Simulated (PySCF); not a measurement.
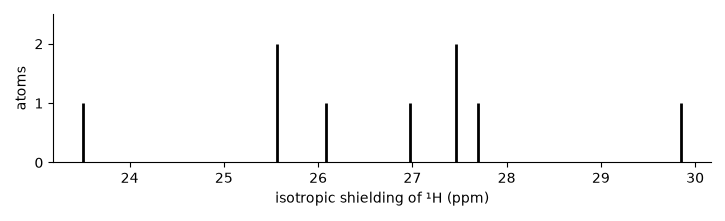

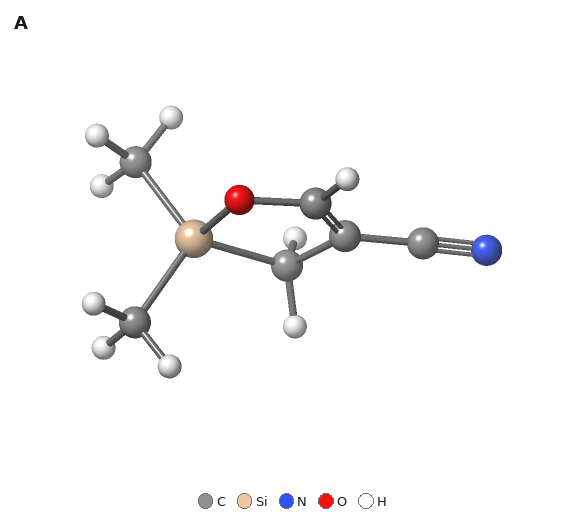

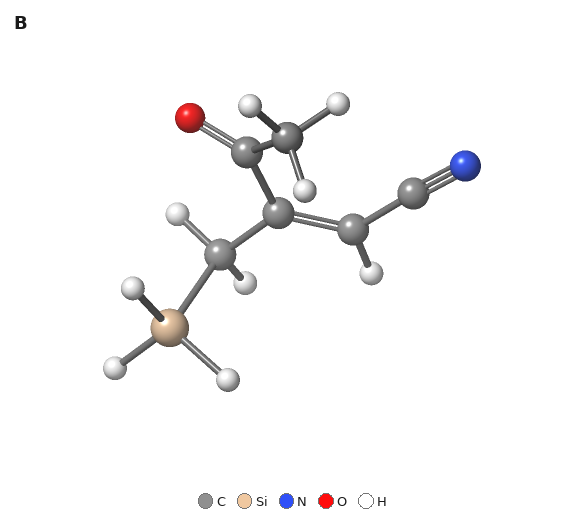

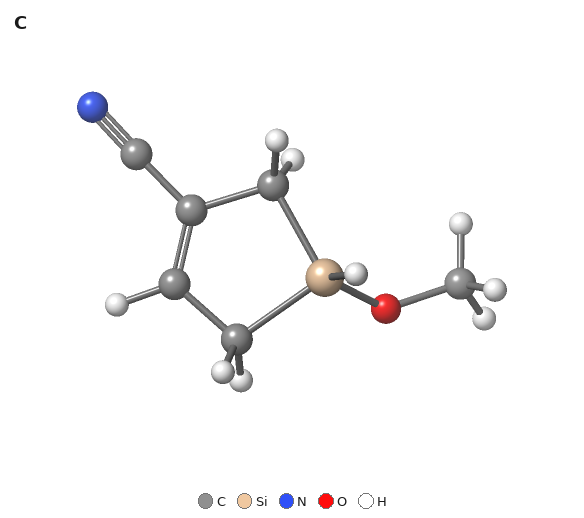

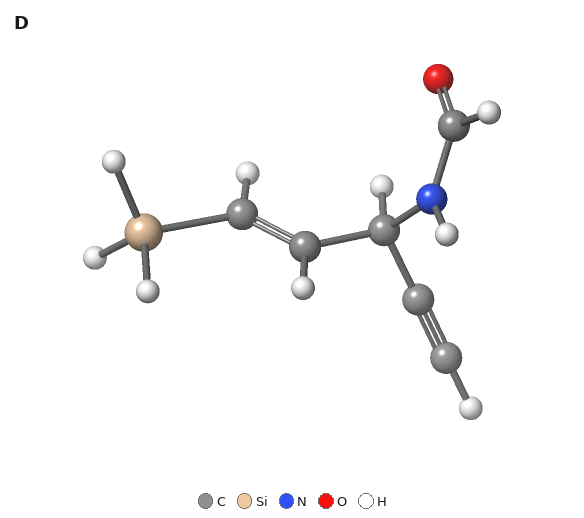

The sticks are computed shieldings of one of the molecules, for one fixed geometry (GFN2-xTB) without averaging over rotations. Low shielding means a high chemical shift. Method: GIAO PBE0/pcSseg-1 NMR shielding, non-relativistic, gas phase (PySCF 2.14.0).

Match the spectrum to a structure.

Answer. D, `C#C[C@@H](/C=C/[SiH3])NC=O`. Its 9 H atoms give lines at 23.51, 25.56 (2 atoms), 26.08, 26.97, 27.46 (2 atoms), 27.69, 29.85 ppm.

The geometry is semi-empirical. Around Si such bond lengths and angles can be off by a tenth of an ångström or more and by several degrees, and values that hang on the shape move with them.
